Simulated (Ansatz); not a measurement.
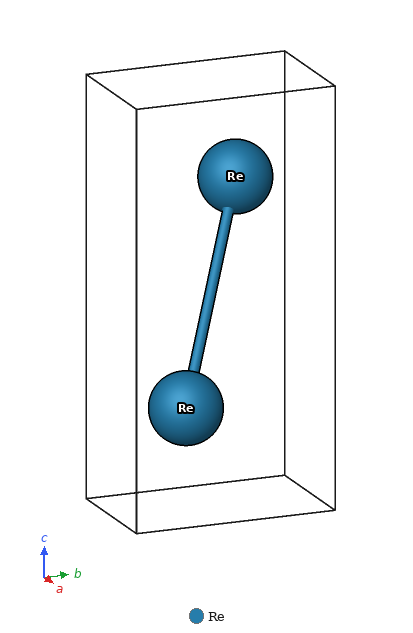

The figure gives a ball-and-stick picture of the atoms, viewed slightly off an axis. One conventional unit cell is framed, with atoms on its boundary repeated.

Lattice parameters: a = 2.770 Å, b = 2.770 Å, c = 4.508 Å, α = 90.00°, β = 90.00°, γ = 120.00°.

Bond cut-offs: Re–Re up to 3.10 Å (cut-off distances).

**How many atoms does the box hold, once sharing is allowed for?**

2 (rhenium), counting shared atoms by their share.

**Identify the space group.**

P6_3/mmc (No. 194), with Re on 2d.

**Structure type?**

Hexagonal close-packed (Mg type).

**What is the topology of the bonding, in broad terms?**

The bonds build a three-dimensional framework.

The initial geometry was the standard structure of this element. Earlier steps of the study may have refined or changed the cell and positions. It was set up as input for a calculation with Ansatz.
